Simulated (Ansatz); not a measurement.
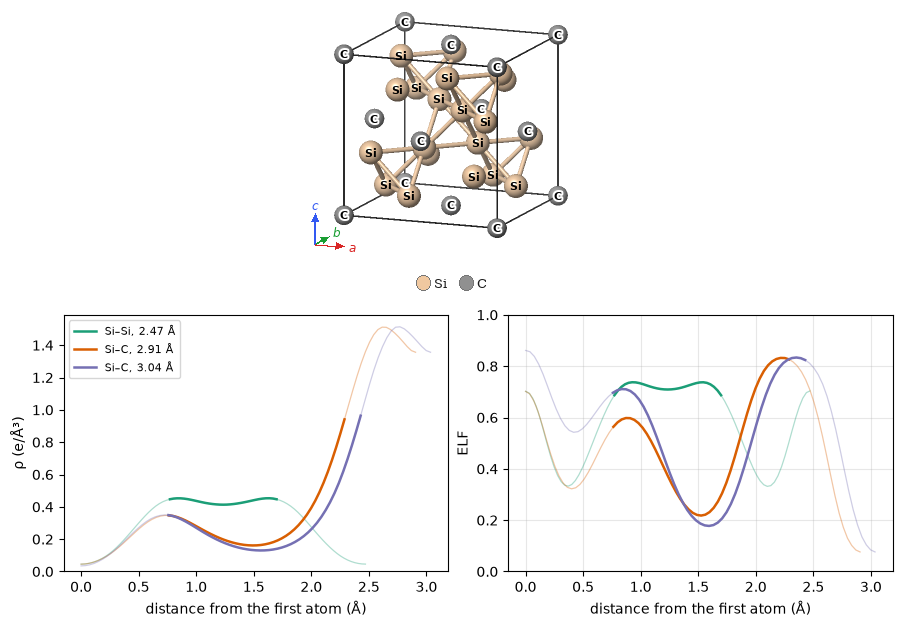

*Si₅C. Valence pseudo-density and ELF along straight lines between neighbouring atoms. Thin, pale parts lie inside the atomic spheres. The structure is drawn too.*

Space group F-43m; a structure generated by program, which may or may not match a known phase.

Theory: Ansatz 0.2.0, DFT PBE, scalar-relativistic, plane waves, PAW.

The density is the valence pseudo-density of a PAW calculation; it isn't the true density close to the nuclei.

```
Si C
1.0
     7.01091    0.00000    0.00000
     0.00000    0.00000   -7.01091
     0.00000    7.01091    0.00000
Si C
20 4
Direct
  0.25000 0.75000 0.25000
  0.75000 0.75000 0.75000
  0.75000 0.25000 0.25000
  0.25000 0.25000 0.75000
  0.62543 0.87457 0.12543
  0.12543 0.87457 0.62543
  0.12543 0.37457 0.12543
  0.62543 0.37457 0.62543
  0.62543 0.62543 0.37457
  0.12543 0.62543 0.87457
  0.12543 0.12543 0.37457
  0.62543 0.12543 0.87457
  0.87457 0.87457 0.37457
  0.37457 0.87457 0.87457
  0.37457 0.37457 0.37457
  0.87457 0.37457 0.87457
  0.87457 0.62543 0.12543
  0.37457 0.62543 0.62543
  0.37457 0.12543 0.12543
  0.87457 0.12543 0.62543
  0.50000 0.50000 0.00000
  0.00000 0.50000 0.50000
  0.00000 0.00000 0.00000
  0.50000 0.00000 0.50000
```

> What can be read from the curves?

Si–Si (2.47 Å): the density is about 0.41 e/Å³ at the midpoint; the ELF peaks at about 0.75 between the atoms.
Si–C (2.91 Å): ρ is about 0.16 e/Å³ halfway; the ELF is about 0.25 at the midpoint; no shared electron pair shows on this line.
Si–C (3.04 Å): ρ at the midpoint is about 0.13 e/Å³; the ELF is about 0.20 at the midpoint (no localised pair shows between them).
